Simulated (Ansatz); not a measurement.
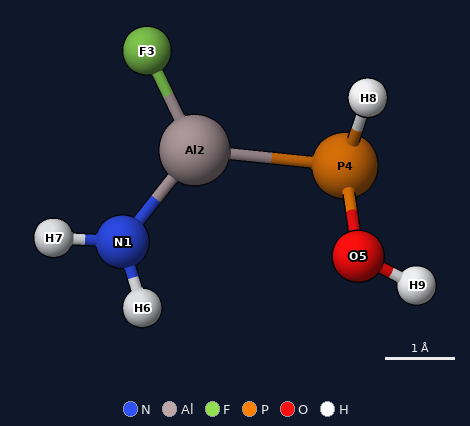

Figure 1. The input geometry (ball-and-stick view, seen on its broad side; atoms are numbered from 1 in the order of the input). Sticks mark near contacts. Bond lengths as drawn: Al–F 1.61 Å, Al–N 1.71 Å, Al–P 2.22 Å, H–N 1.02 Å, H–O 0.99 Å, H–P 1.39 Å and O–P 1.71 Å.

## Run report: AlPNH4OF, frequency calculation

- system: AlPNH4OF, SMILES [NH2][Al]([F])[PH]O
- method: HF/STO-3G, RHF (Ansatz 0.2.0)

The geometry was optimised with HF/STO-3G. Figures and captions count atoms from 1; the log counts them from 0 in places.

The input:
```yaml
crystal:
  periodic: [false, false, false]
  atoms:
    - {symbol: N, position_ang: [1.530667, 0.948656, -0.263820]}
    - {symbol: Al, position_ang: [0.824964, -0.510858, 0.286736]}
    - {symbol: F, position_ang: [1.764362, -1.459113, 1.190486]}
    - {symbol: P, position_ang: [-1.216131, -1.150722, -0.308758]}
    - {symbol: O, position_ang: [-1.951617, 0.397418, -0.260806]}
    - {symbol: H, position_ang: [1.046940, 1.673061, -0.785144]}
    - {symbol: H, position_ang: [2.454637, 1.284988, -0.008874]}
    - {symbol: H, position_ang: [-1.606563, -1.553894, 0.960602]}
    - {symbol: H, position_ang: [-2.758659, 0.324164, -0.827522]}
basis:
  gaussian: {orbitals: STO-3G}
total_charge: 0
hamiltonian: {xc: hf}
phonons: {temperatures: {t_min: 298.15, t_max: 298.15, t_step: 1}}
```

Run as:
```bash
ansatz run molecule.yaml --threads 1 --pin off --max-ram 3480MiB --events-out events.jsonl --progress --plain --runs-dir runs
```

Log:
```
Functional definition: HF
  name "HF"
  exchange = exact_x
  correlation = 0
507 factors; integrals over basis functions are off by at most 1.2e-5 eV
mean field evaluation 1: about -21873.2495 eV, gradient 3.0e1 eV
mean field evaluation 2: about -21873.3400 eV, gradient 3.0e1 eV
mean field evaluation 4: about -21876.8584 eV, gradient 1.5e0 eV
mean field evaluation 8: about -21876.8710 eV, gradient 2.4e-2 eV
mean field -21876.87100517 eV, -803.9601807642 hartree, gradient 3.4e-5 eV, S^2 0.000000; 0 other end points of the search recorded, 0 dependent functions left out
the calculation of the forces begins
reference -21876.87100517 eV, -803.9601807642 hartree; 28, 28 occupied and 9, 9 virtual orbitals, 507 factors
these checks for a lower state are left out or cut short: stability, starts, cluster_reference, orbital_swaps, neighbouring_geometries, increment
507 factors; integrals over basis functions are off by at most 1.2e-5 eV
mean field evaluation 16: about -21876.8708 eV, gradient 2.2e-6 eV
mean field -21876.87077197 eV, -803.9601721943 hartree, gradient 2.2e-6 eV, S^2 0.000000; 0 other end points of the search recorded, 0 dependent functions left out
[... from here on the field's lines of each further geometry are left out, up to the last ...]
the calculation of the forces begins
reference -21876.87094100 eV, -803.9601784061 hartree; 28, 28 occupied and 9, 9 virtual orbitals, 507 factors
these checks for a lower state are left out or cut short: stability, starts, cluster_reference, orbital_swaps, neighbouring_geometries, increment
507 factors; integrals over basis functions are off by at most 1.2e-5 eV
mean field evaluation 384: about -21876.8708 eV, gradient 1.7e-1 eV
mean field -21876.87093992 eV, -803.9601783665 hartree, gradient 2.2e-6 eV, S^2 0.000000; 0 other end points of the search recorded, 0 dependent functions left out
the calculation of the forces begins
reference -21876.87093992 eV, -803.9601783665 hartree; 28, 28 occupied and 9, 9 virtual orbitals, 507 factors
Total energy: -21876.87100517 eV, -803.9601807642 hartree
Atom 0 at     1.530667     0.948656    -0.263820 Å, force     0.000499     0.000202    -0.000082 eV/Å
Atom 1 at     0.824964    -0.510858     0.286736 Å, force     0.000118    -0.001035     0.001278 eV/Å
Atom 2 at     1.764362    -1.459113     1.190486 Å, force    -0.000574     0.000953    -0.000883 eV/Å
Atom 3 at    -1.216131    -1.150722    -0.308758 Å, force    -0.000222     0.000067    -0.001137 eV/Å
Atom 4 at    -1.951617     0.397418    -0.260806 Å, force    -0.000202     0.000294    -0.000263 eV/Å
Atom 5 at     1.046940     1.673061    -0.785144 Å, force    -0.000022    -0.000001     0.000001 eV/Å
Atom 6 at     2.454637     1.284988    -0.008874 Å, force    -0.000238    -0.000207     0.000063 eV/Å
Atom 7 at    -1.606563    -1.553894     0.960602 Å, force     0.000391    -0.000150     0.000812 eV/Å
Atom 8 at    -2.758659     0.324164    -0.827522 Å, force     0.000250    -0.000122     0.000212 eV/Å
Dipole moment:    -0.043171     0.037454    -0.123803 e Å
Vibrations: 33.92 134.18 209.22 248.58 268.38 296.96 364.89 412.14 554.40 844.33 860.46 955.92 984.58 1092.31 1178.03 1470.88 1979.32 2982.60 4015.47 4198.47 4221.74 cm⁻¹, zero-point energy 1.692805 eV
```

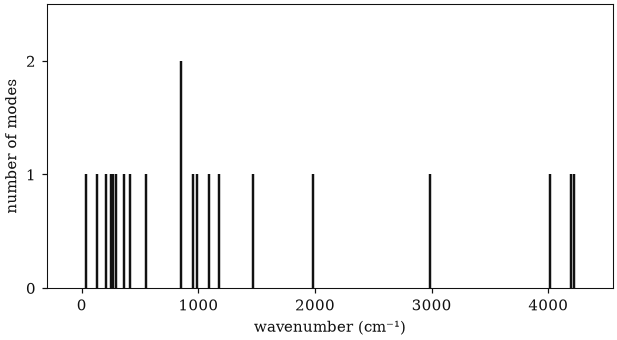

Figure 2. Harmonic vibrational wavenumbers from the force constants; neighbouring modes closer than 19 cm⁻¹ are counted in one stick. 21 modes from 34 to 4222 cm⁻¹, none imaginary.

Key numbers:

- outcome: converged
- total energy: −803.960181 hartree
- basis functions: 37
- largest force: 0.002 eV/Å
- zero-point energy: 0.062209 hartree
- dipole moment: 0.65 D
- wavenumbers, lowest and highest: 34 and 4222 cm⁻¹
- hardware: 1 thread of Intel Xeon @ 2.50GHz (Skylake/Cascade Lake), 16 GiB of memory available, shared host
- wall time: 73 s
- peak memory: 0.12 GiB
